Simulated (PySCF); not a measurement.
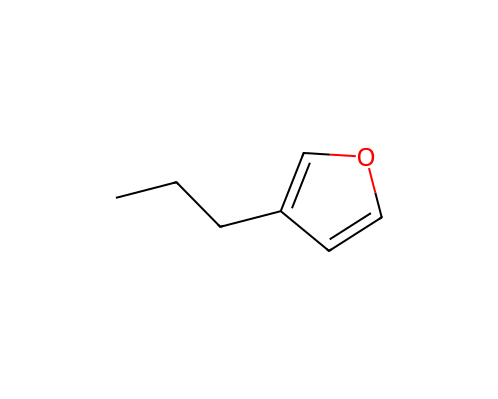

Computed geometry: GFN2-xTB optimisation. No frequency run is at hand to confirm it as a minimum. Method: CAM-B3LYP/def2-SVPD, gas phase (PySCF 2.14.0). Excitations: vertical, linear response.

Question: Give the HOMO energy (Kohn–Sham orbital) at this level.

Answer: −7.77 eV.

Question: Estimate the HOMO–LUMO gap.

Answer: 9.07 eV.

Question: What is the dipole moment?

Answer: 1.02 D.

Question: What is the lowest vertical singlet excitation?

Answer: 6.16 eV.
